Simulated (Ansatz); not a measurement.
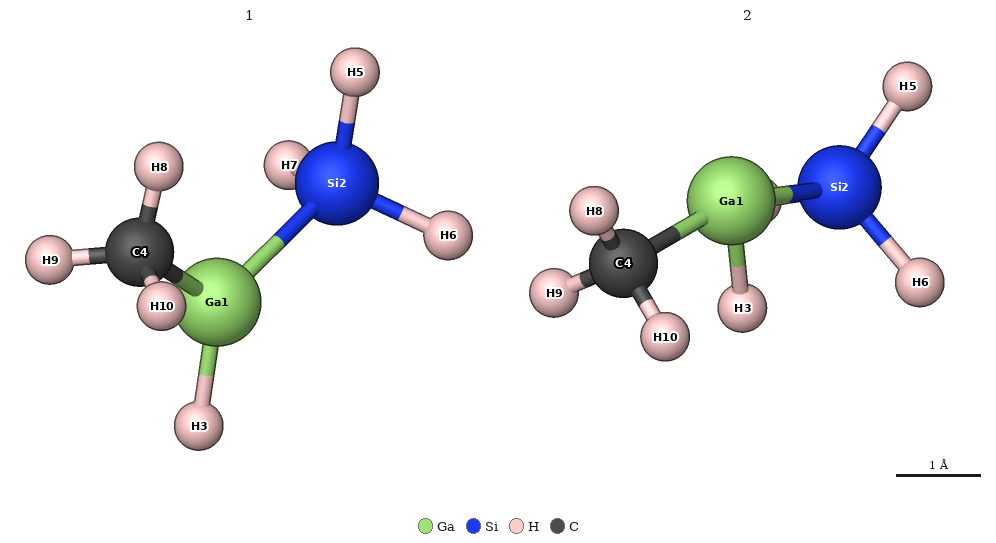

Two geometries of CH₇GaSi (started from a transition state, displaced along its imaginary mode), drawn at one scale. One is the start of a relaxation, the other its converged end. The picture is a ball-and-stick view, seen from a free direction.

Theory: RKS PBE0-D4/def2-TZVP in Ansatz. Set-up: force threshold 0.005 eV/Å; at most 200 steps.

### Which of the two is the end point?

Structure 1 is the relaxed one. After 13 geometry steps the energy has fallen by 32.7 kcal/mol. The largest force component goes from 0.9 to 0.0034 eV/Å. The largest move after the best rigid fit is that of H3, 1.52 Å. By element the largest moves are H 1.52 Å, Ga 1.33 Å, C 0.26 Å, Si 0.09 Å. Some distances before and after: Ga1–Si2 2.266 → 2.418 Å, Ga1–H3 1.643 → 1.580 Å, Si2–H5 1.501 → 1.490 Å, C4–H8 1.084 → 1.090 Å. Bond angles that change, for instance: Si2–Ga1–H3 60.6° → 118.6°, Si2–Ga1–C4 159.2° → 123.3°, H3–Ga1–C4 98.7° → 118.1°.
